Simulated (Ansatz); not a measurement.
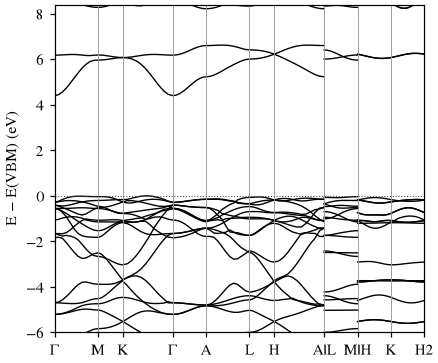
*Band structure from plane-wave PAW r²SCAN (Ansatz code)*

The gap is 4.40 eV; an edge lies off the plotted path or next to a special point (maximum off the standard path, minimum at Γ).

The material is SrAs2O6 in space group P-31m (No. 162; Sr on 1a, As on 2d, O on 6k).

The workflow started from a Materials Project entry (that database holds measured and hypothetical structures alike); the Crystallography Open Database copy checked does not list it. Its standing as an ambient phase is unchecked. The cell was relaxed with r²SCAN under the symmetry of its start; whether a distortion lowers the energy is not shown. Spin–orbit coupling is left out wherever it is not named.

Potentials: the later of the program's two PAW sets.
